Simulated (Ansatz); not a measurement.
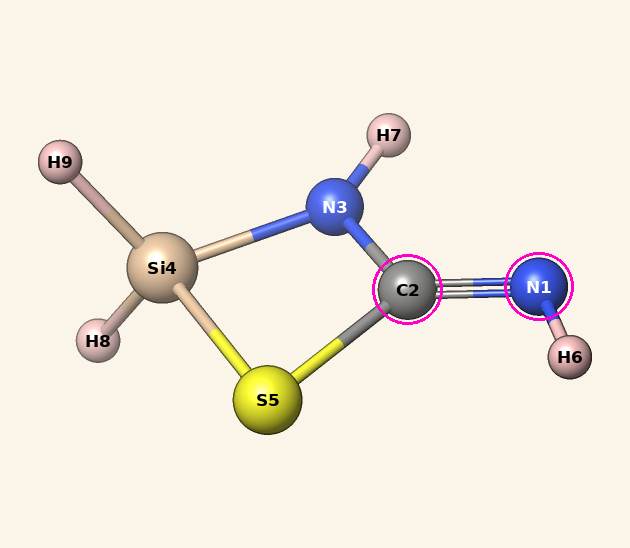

Depth is shown by fading: the farther an atom, the more it takes the colour of the background. Circles mark the stereogenic atoms. The computed structure is the end point of a PBE0-D4/def2-TZVP optimisation. No frequency run is at hand to confirm it as a minimum.

Assign CIP descriptors.

N1=C2: Z.
